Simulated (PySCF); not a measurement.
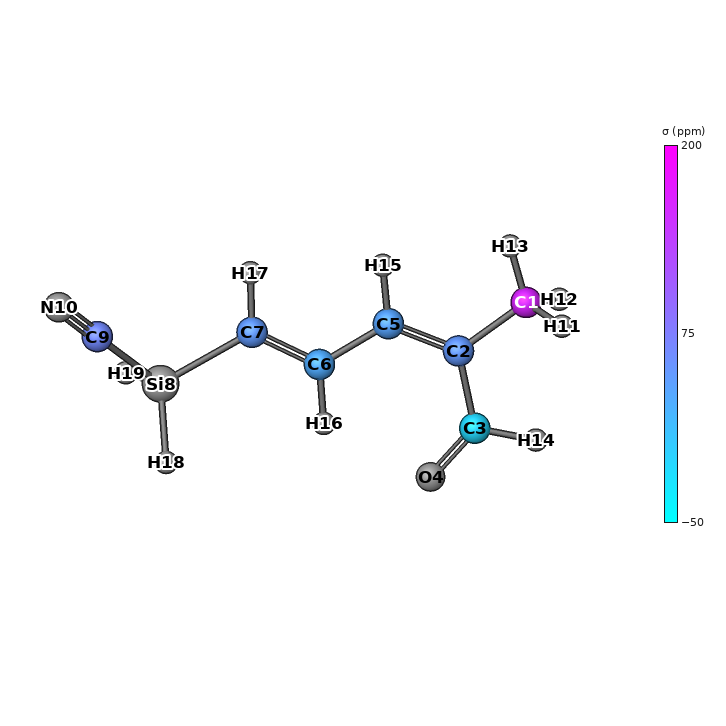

Atoms are coloured by their isotropic NMR shieldings (C only, the others grey). The geometry was computed by an optimisation with GFN2-xTB. No frequency run is at hand to confirm it as a minimum. Properties computed with GIAO PBE0/pcSseg-1 NMR shielding, non-relativistic, gas phase (PySCF 2.14.0).

Give the isotropic NMR shieldings of the C atoms atom by atom.

```
atom  σ (ppm)
  C1    161.6
  C2     49.4
  C3    −12.7
  C5     37.3
  C6     30.7
  C7     47.3
  C9     63.4
```

The geometry is semi-empirical. Around Si such bond lengths and angles can be off by a tenth of an ångström or more and by several degrees, and values that hang on the shape move with them.
